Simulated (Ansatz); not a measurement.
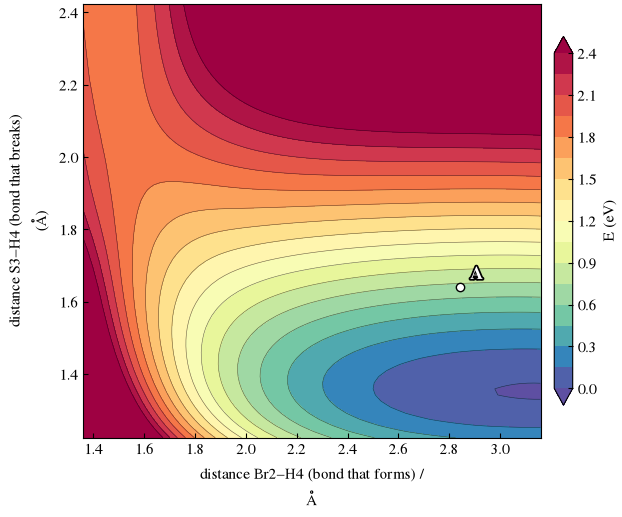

The reacting system BrGeH₃S (fragments BrGeH₃S where the first distance is long, GeH₂S + BrH where the second is long). First axis: distance Br2–H4 (bond that forms). Second axis: distance S3–H4 (bond that breaks). Relaxed at each point: all other coordinates. The grid has 8 × 8 points. Points are written as (first, second). Energies are in eV, from the lowest grid point. The reference is spin-restricted, so regions where a bond is pulled apart into radicals lie too high. Level of theory: RKS PBE0-D4/def2-SVP in Ansatz.

The picture shows filled contours, one colour for all values above the top of the scale, the point A. Between grid points the surface is interpolated.

Is A at rest? If not, where is it pushed?

Answer. A, at (2.844 Å, 1.640 Å), is not a stationary point. The computed force is 0.099 eV for each Å towards larger values of the first coordinate and 3.8 eV for each Å towards smaller values of the second coordinate.
